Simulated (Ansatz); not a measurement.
Fields on a plane of SrTl (CsCl type)

```xyz
2
Lattice="3.9488 0.0000 0.0000 0.0000 3.9488 0.0000 0.0000 0.0000 3.9488" Properties=species:S:1:pos:R:3 pbc="T T T"
Sr     0.0000     0.0000     0.0000
Tl     1.9744     1.9744     1.9744
```

The slice is a {110} plane (indices of the conventional cell) through the point (0.500, 0.500, 0.500) (fractional), spanned by u = [100] and v = [011] in vectors of this cell: u (3.95 Å) and v (5.58 Å, at 90° to u). It covers one period; positions are fractions (u, v).

Atoms on it: Sr at (0.50, 0.50); Tl at (0.00, 0.00).

Calculation: LDA (plane waves to 420 eV, PAW, scalar-relativistic; Ansatz, a first-principles code). k mesh 12×12×12. These are valence fields of a PAW run, semicore shells included where kept as valence: close to a nucleus they are smooth pseudo fields. Spin-orbit coupling is left out, though Tl is heavy. SrTl was relaxed with its symmetry unable to fall.

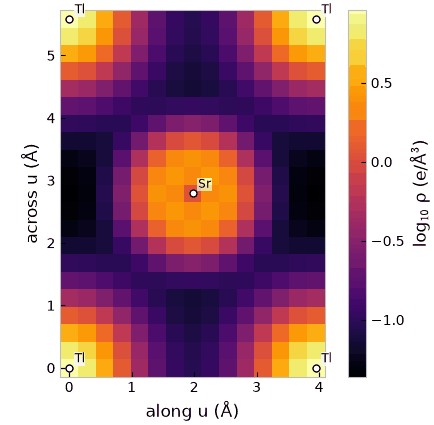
Figure: Log₁₀ of the valence density in e/Å³, one period of the plane, atoms marked. The scale is logarithmic, as a density can span decades between atoms and voids.

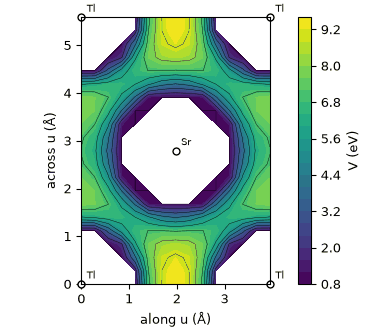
Figure: Electrostatic potential energy of an electron, from the cell's mean, in eV, one period of the plane, atoms marked. Points within 1 Å of a nucleus are left white, as the pseudised field means little there. Values under 1 eV are set to 1. The zero, the cell's mean, hangs on the PAW cores.

The density on the Sr–Tl line (3.42 Å) at its density minimum, 1.6 Å from Sr comes out as 0.10 e/Å³ and the ELF at that point comes out as 0.1.
